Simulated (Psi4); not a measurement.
# CH6O3Sn (SMILES C[Sn](O)(O)O): DSD-PBEP86/def2-SVP (core potential, density fitting for correlation)

What is the vertical ionisation energy of CH6O3Sn at DSD-PBEP86/def2-SVP (core potential, density fitting for correlation)? The job is set up through a Python script.

The calculation is run with Psi4 1.11.

2 further runs of the same task are left out: 2 set aside as unsound or not needed. Runs told in other sessions of the task aren't counted.

### 1 The molecule

The species is CH6O3Sn (11 atoms), meant as a singlet with charge 0. SMILES: `C[Sn](O)(O)O`. The coordinates come from a PBE0-D4/def2-TZVP relaxation. This is one conformer, not always the lowest.

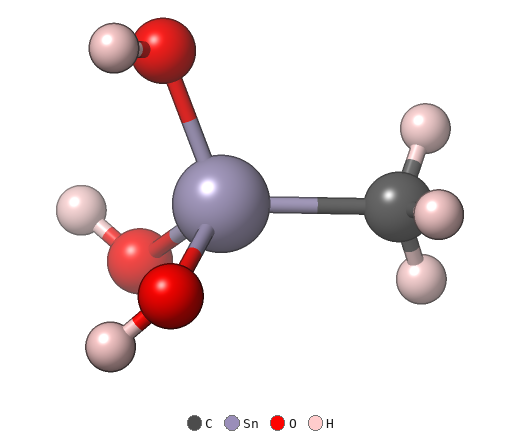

The structure, seen from a chosen angle (carbon dark grey, tin purple, oxygen red, hydrogen pink).

### 2 A single-point energy at DSD-PBEP86/def2-SVP (core potential, density fitting for correlation)

ch6o3sn.xyz reads:

```xyz
11
CH6O3Sn
C     -1.634780     0.821450     0.161210
Sn     0.242220    -0.121540    -0.023890
O      0.658370    -1.274060     1.505120
O      1.718000     1.160190    -0.160160
O      0.358560    -1.259930    -1.614460
H     -1.512400     1.751180     0.714920
H     -2.026840     1.031120    -0.832930
H     -2.314250     0.158830     0.695300
H      1.532360    -1.093390     1.861260
H      2.293460     0.964390    -0.904370
H      0.685300    -2.138250    -1.402000
```

ch6o3sn.py reads:

```python
import psi4

psi4.set_memory('2200 MB')
psi4.set_num_threads(1)
psi4.set_output_file('output.dat', False)

with open('ch6o3sn.xyz') as f:
    atoms = ''.join(f.readlines()[2:])
molecule = psi4.geometry('0 1\n' + atoms + 'symmetry c1\nno_reorient\nno_com')

psi4.set_options({
    'reference': 'rks',
    'puream': True,
    'e_convergence': 1e-09,
    'd_convergence': 1e-08,
    'scf_type': 'pk',
    'dft_radial_points': 99,
    'dft_spherical_points': 590,
    'num_frozen_docc': 8,
})

E = psi4.energy('dsd-pbep86/def2-SVP')
print(f'total energy {E:.8f} hartree = {E * 27.211386:.5f} eV')
```

The run is started by

```bash
$ python ch6o3sn.py
```

output.dat, cut to the lines that bear on the results:

```text
[...]
    !!!  WARNING: ECP capability is in beta. Please check occupations closely.  !!!
[...]
  Running in c1 symmetry.
[...]
  Nuclear repulsion =  302.222051701947294
[...]
  Multiplicity = 1
[...]
  Nalpha       = 29
  Nbeta        = 29
[...]
    Number of basis functions: 112
[...]
   @RKS iter   1:  -479.73481548748498   -2.36978e+00   8.63292e-03 DIIS/ADIIS
[...]
   @RKS iter  11:  -480.12222297248900   -6.18456e-11   8.80699e-09 DIIS
[...]
    Orbital Energies [Eh]
    ---------------------
    Doubly Occupied:
       1A    -20.042478     2A    -20.042465     3A    -20.042459
       4A    -10.882123     5A     -5.624057     6A     -3.869039
       7A     -3.869039     8A     -3.866584     9A     -1.275105
      10A     -1.275101    11A     -1.254735    12A     -1.245778
      13A     -1.245776    14A     -1.174997    15A     -1.136316
      16A     -1.136314    17A     -0.867628    18A     -0.643940
      19A     -0.588166    20A     -0.588150    21A     -0.529789
      22A     -0.529781    23A     -0.505497    24A     -0.456382
      25A     -0.448232    26A     -0.448210    27A     -0.415055
      28A     -0.415045    29A     -0.392649
[...]
  @RKS Final Energy:  -480.12222297248900
   => Energetics <=
    Nuclear Repulsion Energy =            302.2220517019472936
    One-Electron Energy =               -1344.5689566689088679
    Two-Electron Energy =                 577.0293155040325246
    DFT Exchange-Correlation Energy =     -14.8046335095599950
    Empirical Dispersion Energy =           0.0000000000000000
    VV10 Nonlocal Energy =                  0.0000000000000000
    Total Energy =                       -480.1222229724890553
[...]
 Multipole Moments:
 ------------------------------------------------------------------------------------
     Multipole            Electronic (a.u.)      Nuclear  (a.u.)        Total (a.u.)
 ------------------------------------------------------------------------------------
 L = 1.  Multiply by 2.5417464519 to convert [e a0] to [Debye]
 Dipole X            :        -30.3880535           30.3437670           -0.0442865
 Dipole Y            :         15.2561563          -15.2344051            0.0217512
 Dipole Z            :          2.9937833           -2.9898113            0.0039720
 Magnitude           :                                                    0.0494993
[...]
```

Standard output:

```text
total energy -480.55958882 hartree = -13076.69247 eV
```

Run time: 20 s. Hardware: 1 thread of AMD EPYC 9R45 (Zen 5), shared host; peak memory 0.88 GiB.

### 3 The doublet cation at the same level

ch6o3sn.xyz is that of step 2.

calc.py reads:

```python
import psi4

psi4.set_memory(2200000000)
psi4.set_num_threads(1)
psi4.set_output_file('run.log', False)

with open('ch6o3sn.xyz') as f:
    atoms = ''.join(f.readlines()[2:])
m = psi4.geometry('1 2\n' + atoms + 'symmetry c1')

psi4.set_options({
    'basis': 'def2-SVP',
    'reference': 'uks',
    'puream': True,
    'e_convergence': 1e-09,
    'd_convergence': 1e-08,
    'scf_type': 'pk',
    'dft_radial_points': 99,
    'dft_spherical_points': 590,
    'num_frozen_docc': 8,
    'maxiter': 100,
})

e = psi4.energy('DSD-PBEP86')
print('E =', round(e, 9))
```

The run is started by

```bash
$ python calc.py
```

run.log, cut to the lines that bear on the results:

```text
[...]
  Running in c1 symmetry.
[...]
  Nuclear repulsion =  302.222051701947294
[...]
  Multiplicity = 2
[...]
  Nalpha       = 29
  Nbeta        = 28
[...]
    Number of basis functions: 112
[...]
   @UKS iter   1:  -479.40984322677627   -2.04585e+00   7.57841e-03 ADIIS/DIIS
[...]
   @UKS iter  31:  -479.72551161819052    1.74509e-11   5.03363e-09 DIIS
[...]
   @S^2 Observed:                8.024981271E-01
[...]
    Orbital Energies [Eh]
    ---------------------
    Alpha Occupied:
       1A    -20.284527     2A    -20.284439     3A    -20.284425
       4A    -11.142796     5A     -5.865701     6A     -4.113627
       7A     -4.108041     8A     -4.108038     9A     -1.514389
      10A     -1.514376    11A     -1.501730    12A     -1.485578
      13A     -1.485576    14A     -1.412296    15A     -1.373573
      16A     -1.373511    17A     -1.125746    18A     -0.874577
      19A     -0.814429    20A     -0.814371    21A     -0.768229
      22A     -0.768226    23A     -0.734014    24A     -0.707892
      25A     -0.690221    26A     -0.690153    27A     -0.657425
      28A     -0.646566    29A     -0.646506
    Alpha Virtual:
[...]
  @UKS Final Energy:  -479.72551161819052
   => Energetics <=
    Nuclear Repulsion Energy =            302.2220517019472936
    One-Electron Energy =               -1331.0620950457750951
    Two-Electron Energy =                 563.8034138760550604
    DFT Exchange-Correlation Energy =     -14.6888821504178289
    Empirical Dispersion Energy =           0.0000000000000000
    VV10 Nonlocal Energy =                  0.0000000000000000
    Total Energy =                       -479.7255116181905805
  UHF NO Occupations:
  HONO-2 :   27  A 1.9946414
  HONO-1 :   28  A 1.9853454
[...]
 Multipole Moments:
 ------------------------------------------------------------------------------------
     Multipole            Electronic (a.u.)      Nuclear  (a.u.)        Total (a.u.)
 ------------------------------------------------------------------------------------
 L = 1.  Multiply by 2.5417464519 to convert [e a0] to [Debye]
 Dipole X            :         -0.5099500           -0.2015278           -0.7114777
 Dipole Y            :          0.2583389            0.0980447            0.3563836
 Dipole Z            :          0.0494557            0.0208691            0.0703249
 Magnitude           :                                                    0.7988463
[...]
```

On the terminal:

```text
E = -480.171227436
```

Run time: 65 s. Hardware: 1 thread of AMD EPYC 9R45 (Zen 5), shared host; peak memory 0.88 GiB.

### 4 Summary of results

At DSD-PBEP86/def2-SVP (core potential, density fitting for correlation), 8 core orbitals frozen:

| quantity | value |
| --- | --- |
| singlet CH6O3Sn: total energy | -480.55959 Eh |
| singlet CH6O3Sn: HOMO energy (SCF part's orbitals) | -10.68 eV |
| singlet CH6O3Sn: LUMO energy (SCF part's orbitals) | 1.74 eV |
| singlet CH6O3Sn: HOMO–LUMO gap (SCF part's orbitals) | 12.43 eV |
| doublet cation: total energy | -480.17123 Eh |
| doublet cation: HOMO energy (SCF part's orbitals) (highest over α and β) | -15.98 eV |
| doublet cation: LUMO energy (SCF part's orbitals) (lowest over α and β) | -10.90 eV |
| doublet cation: ⟨S²⟩ | 0.802 |
| vertical ionisation energy (to the doublet cation) | 10.568 eV |

In words: The vertical ionisation energy comes to 10.57 eV (244 kcal/mol). The negative HOMO energy of the first species, 10.68 eV, lies 0.12 eV above that difference. With no_com the log's rotational constants are taken about the origin, not the centre of mass, so they aren't the molecule's.
